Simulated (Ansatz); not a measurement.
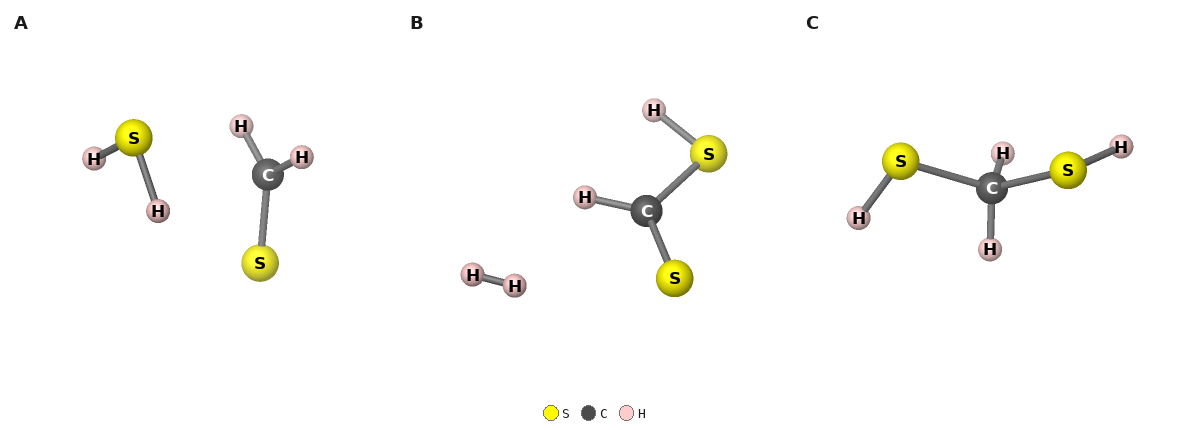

3 stationary structures of one formula. Geometries: PBE-D4/def2-SVP. Electronic energies: PBE-D4/def2-SVP (Ansatz 0.2.0), without zero-point energy. No frequency run is at hand to confirm each as a minimum. Each is one conformer, not always the lowest.

Question: Which is lowest in energy, and by how much?

Answer: C is lowest (C2); A lies 77.9 kJ/mol above it, B lies 89.5 kJ/mol above it (Cs).
